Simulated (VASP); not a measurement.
Band structure of RhAl (relaxed from the NiAs type structure, space group P6_3/mmc). These are PBE GGA, VASP's PBE PAW potentials (set 64) (plane waves; VASP) values and carry that method's errors.

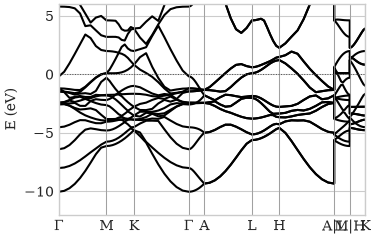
Figure. Bands along high-symmetry lines, zero at the valence-band maximum or, without a gap, the Fermi level

**Question.** Read the plot: is there a gap, and where are the band edges?

**Answer.** It has no gap at this level: it comes out as a metal or semimetal. (Edges off the drawn lines would not show.)

The structure was generated: RhAl was put into the NiAs type type (P6_3/mmc), which need not be its known phase. It was relaxed first, which changed the volume by -36 %.
